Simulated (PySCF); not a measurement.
System: C5H8ClFSi2.

Input file:

```
{"job": {"kind": "nmr", "xc": "PBE0", "basis": "pcSseg-1"}, "charge": 0, "multiplicity": 1}
C      3.014076     1.665958     0.004209
C      1.985812     1.074529    -0.168295
C      0.755025     0.377188    -0.368460
Cl     0.544354     0.050080    -2.136718
Si     0.614212    -1.362078     0.458287
C     -1.248586    -1.626356     0.151599
Si    -2.027894     0.077932    -0.223007
C     -0.472771     1.184948     0.033604
F     -0.377658     1.458564     1.396503
H      3.915038     2.177723     0.166308
H      0.961198    -1.246993     1.874104
H      1.493855    -2.278235    -0.264237
H     -1.404765    -2.308098    -0.681709
H     -1.720837    -2.091948     1.012997
H     -2.538903     0.214622    -1.585880
H     -3.010162     0.482494     0.781956
H     -0.488992     2.161702    -0.461171
```

Launched as:

```sh
OMP_NUM_THREADS=1 python probes_run.py task.json out
```

Geometry: GFN2-xTB.

All numbers below come from PBE0/pcSseg-1, SCF density, gas phase, non-relativistic (PySCF).

**What will maps of the electron density and electron localisation function show?**

C–C (1.20 Å): ρ at the midpoint is about 2.7 e/Å³; the ELF peaks at about 0.85 between the atoms (a short, multiple covalent bond).
C–Si (1.93 Å): ρ at the midpoint is about 0.93 e/Å³; the ELF peaks at about 1 between the atoms: a covalent bond.
C–H (1.05 Å): ρ at the midpoint is about 2.2 e/Å³; the ELF climbs to about 1 towards the hydrogen, as it does in any bond to H: an ordinary covalent bond to hydrogen.

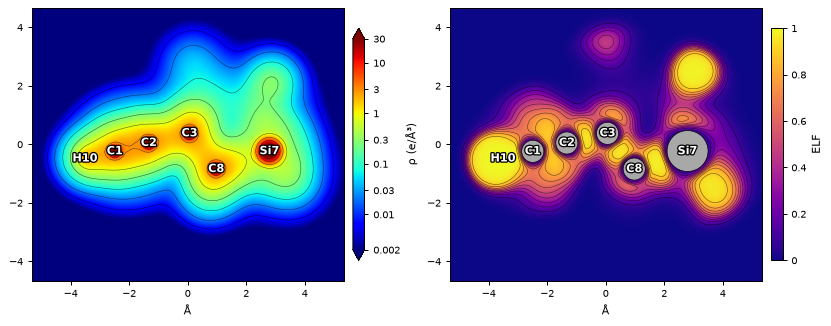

Computed electron density and electron localisation function on the plane of atoms C2, C3 and C8, in this order. Grey discs cover the atomic cores in the ELF map. 
